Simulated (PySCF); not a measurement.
```xyz
17

C    -1.7225    0.9440    0.6327
C    -1.0941    0.0194   -0.3986
Si   -1.7474   -1.7988   -0.5661
C     0.0519   -1.9139   -0.0005
C     0.2305   -0.5763    0.0440
C     1.3511    0.1623    0.4237
C     2.3138    0.8240    0.7503
C     3.4437    1.5966    1.1271
O     3.4429    2.7801    1.3575
H    -2.6981    1.2861    0.2930
H    -1.8494    0.4295    1.5837
H    -1.0913    1.8165    0.7998
H    -0.9792    0.5662   -1.3381
H    -2.7575   -2.1914    0.4122
H    -2.0603   -2.2585   -1.9164
H     0.7861   -2.6654    0.2432
H     4.3728    0.9915    1.1920
```

Geometry: GFN2-xTB.

All numbers below come from PBE0/pcSseg-1, SCF density, gas phase, non-relativistic (PySCF).

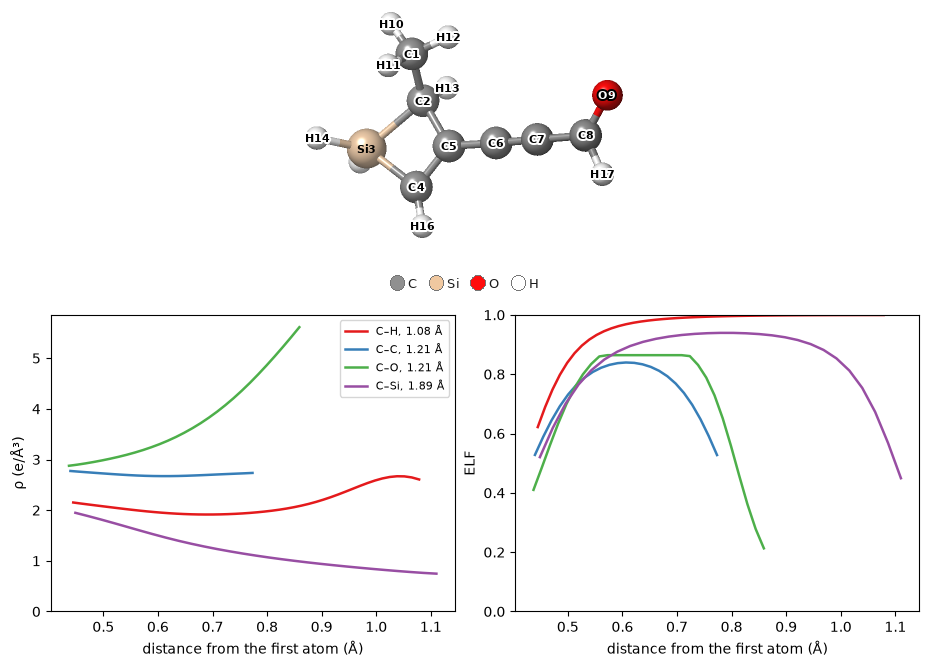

C₇H₈OSi. Electron density and ELF along straight lines between neighbouring atoms. The curves leave out the atomic cores. The structure is drawn too.

What kind of bonding do the profiles show?

C–H (1.08 Å): ρ is about 2 e/Å³ halfway; the ELF climbs to about 1 towards the hydrogen, as it does in any bond to H; a covalent bond by its length.
C–C (1.21 Å): the density is about 2.7 e/Å³ at the midpoint; the ELF peaks at about 0.85 between the atoms: a multiple bond.
C–O (1.21 Å): ρ is about 3.3 e/Å³ halfway; the ELF peaks at about 0.85 between the atoms: a short, multiple covalent bond.
C–Si (1.89 Å): the density is about 0.89 e/Å³ at the midpoint; the ELF peaks at about 0.95 between the atoms: a shared electron pair.
